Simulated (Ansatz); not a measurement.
**CH3BrFSi: rigid scan of one bond length**

How does the energy of CH3BrFSi change as one bond is stretched? A script is to give a rigid scan of one bond length; the system is CH3BrFSi.

All numbers are computed with Ansatz 0.2.0, driven from Python. Level of theory: B3LYP/def2-SVP.

### Step 1. The system

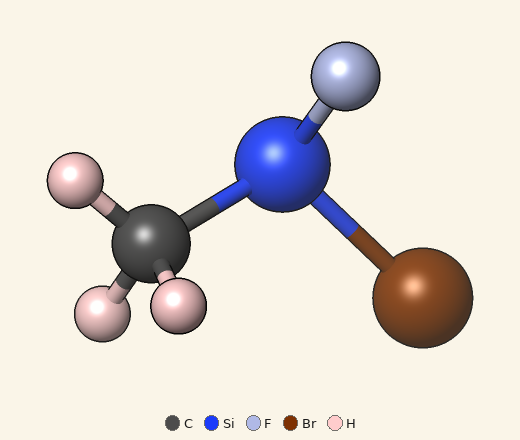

The structure that the script starts from, seen from a chosen angle (carbon dark grey, silicon blue, fluorine light blue, bromine brown, hydrogen pink).

No structure file is read: the coordinates are typed or built in the script.

### Step 2. The script

Contents of run_scan.py:

```python
'''Potential curve of CH3BrFSi along one bond.'''

import ansatz
import numpy as np

SETTINGS = {
    'basis': 'def2-SVP',
    'xc': 'B3LYP',
}

geometry_ang = [
    ('C', (0.0747, 0.7694, -0.1742)),
    ('Si', (0.3838, -0.997, -0.2128)),
    ('F', (1.1738, -1.3635, 1.1026)),
    ('Br', (-1.4524, -2.1003, -0.2052)),
    ('H', (-0.5462, 1.1123, -1.0838)),
    ('H', (-0.5503, 1.1097, 0.7001)),
    ('H', (0.9779, 1.4014, -0.1724)),
]
ch3brfsi = ansatz.Crystal.molecule()
for symbol, xyz in geometry_ang:
    ch3brfsi = ch3brfsi.atom(symbol, xyz)

symbols = [site.symbol for site in ch3brfsi.cartesian_sites]
start = np.array([site.position_ang for site in ch3brfsi.cartesian_sites])
axis = (start[3] - start[1]) / np.linalg.norm(start[3] - start[1])
moving = [3]
lengths, energies = [1.885, 1.971, 2.056, 2.142, 2.228, 2.314, 2.399, 2.528], []
for length in lengths:
    xyz = start.copy()
    xyz[moving] += (length - np.linalg.norm(start[3] - start[1])) * axis
    point = ansatz.Crystal.molecule()
    for symbol, place in zip(symbols, xyz):
        point = point.atom(symbol, place.tolist())
    calculation = (
        point.calculation()
        .basis(gaussian=SETTINGS['basis'])  # the orbital basis, by name
        .functional(SETTINGS['xc'])
        .spin('collinear', total=1)
        .accuracy('medium')  # preset for grids and thresholds
    )
    data = calculation.run().report
    energies.append(data['free_energy_ev'])
    print(f'r = {length:6.3f} A  E = {energies[-1]:.5f} eV  <S^2> = {abs(data["mean_field"]["state"]["spin_squared"]):.3f}')

# quartic fit about the minimum
fit = np.polynomial.Polynomial.fit(lengths, np.array(energies) - min(energies), 4).convert()
roots = [r.real for r in fit.deriv().roots() if abs(r.imag) < 1e-9 and fit.deriv(2)(r.real) > 0]
r_e = min(roots, key=lambda r: abs(r - lengths[int(np.argmin(energies))]))
print(f'minimum of the fit at {r_e:.4f} A, force constant {fit.deriv(2)(r_e):.2f} eV/A^2')
```

### Step 3. What the engine is handed

The package turns the script's settings into the engine's input (first run):

```yaml
crystal:
  periodic: [false, false, false]
  atoms:
    - { symbol: C, position_ang: [0.0747, 0.7694, -0.1742] }
    - { symbol: Si, position_ang: [0.3838, -0.997, -0.2128] }
    - { symbol: F, position_ang: [1.1738, -1.3635, 1.1026] }
    - { symbol: Br, position_ang: [-1.2319502975859786, -1.967840487597544, -0.20611243750046104] }
    - { symbol: H, position_ang: [-0.5462, 1.1123, -1.0838] }
    - { symbol: H, position_ang: [-0.5503, 1.1097, 0.7001] }
    - { symbol: H, position_ang: [0.9779, 1.4014, -0.1724] }
accuracy: medium
basis:
  gaussian:
    orbitals: def2-SVP
hamiltonian:
  xc: b3lyp
magnetization:
  spin_polarized: true
  initial_magnetization: 1.0
```

### Step 4. Launch

Command:

```console
$ python run_scan.py
```

Output:

```text
r =  1.885 A  E = -81714.13157 eV  <S^2> = 0.751
r =  1.971 A  E = -81714.91191 eV  <S^2> = 0.751
r =  2.056 A  E = -81715.37675 eV  <S^2> = 0.751
r =  2.142 A  E = -81715.62667 eV  <S^2> = 0.751
r =  2.228 A  E = -81715.72037 eV  <S^2> = 0.751
r =  2.314 A  E = -81715.70559 eV  <S^2> = 0.751
r =  2.399 A  E = -81715.61843 eV  <S^2> = 0.752
r =  2.528 A  E = -81715.40149 eV  <S^2> = 0.752
minimum of the fit at 2.2549 A, force constant 12.51 eV/A^2
```

Wall time 38 s (1 thread of Arm Neoverse V2, shared host); peak memory 0.34 GiB.

### Step 5. What changed from run to run

The engine's inputs for some of the other runs:

Run 5, against run 1:

```diff
@@ -7 +7 @@
-    - { symbol: Br, position_ang: [-1.2319502975859786, -1.967840487597544, -0.20611243750046104] }
+    - { symbol: Br, position_ang: [-1.525956850409316, -2.144497403908397, -0.20489554947004093] }
```

Run 6, against run 1:

```diff
@@ -7 +7 @@
-    - { symbol: Br, position_ang: [-1.2319502975859786, -1.967840487597544, -0.20611243750046104] }
+    - { symbol: Br, position_ang: [-1.5996727791055463, -2.1887903916714677, -0.20459044051780734] }
```

Run 7, against run 1:

```diff
@@ -7 +7 @@
-    - { symbol: Br, position_ang: [-1.2319502975859786, -1.967840487597544, -0.20611243750046104] }
+    - { symbol: Br, position_ang: [-1.6725315458401924, -2.2325683446931075, -0.20428887934408807] }
```

### Step 6. The engine's runs

One row for each of the 8 runs:

```
run  distance (Å)  energy from run 5 (eV)  <S²>  SCF cycles  CPU time (s)
  1          1.89                  1.5888  0.75          18           4.8
  2          1.97                  0.8085  0.75          18           4.7
  3          2.06                  0.3436  0.75          18           4.8
  4          2.14                  0.0937  0.75          18           4.7
  5          2.23                  0.0000  0.75          18           4.7
  6          2.31                  0.0148  0.75          18           4.7
  7          2.40                  0.1019  0.75          19           4.8
  8          2.53                  0.3189  0.75          19           4.8
```

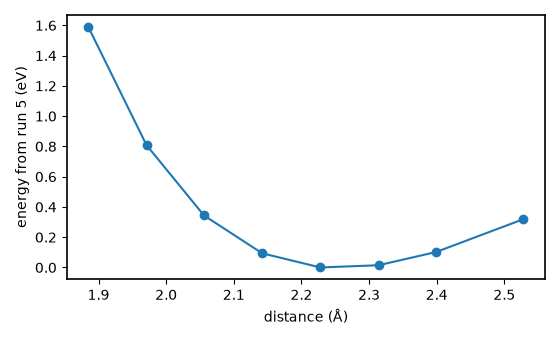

Energy against distance; lines join the points.

### Step 7. Outcome

```
                        quantity     value
bond length at the fit's minimum  2.2549 Å
                   runs compared         8
                 range of energy  1.589 eV
      lowest point, distance (Å)      2.23
```

In words: The curve has its lowest point inside the range, at 2.23. The ends stand 1.59 and 0.319 eV above it. The distance scanned is the script's pair 1, 3. Reading the output:
- The rest of the molecule is held rigid at a force-field or estimated start geometry, and the basis set is modest; single-reference methods fail as a bond breaks.
- The species is open-shell (spin multiplicity 2).
- b3lyp holds the VWN-RPA fit, as in Gaussian; the form of ORCA and Turbomole is b3lyp5.
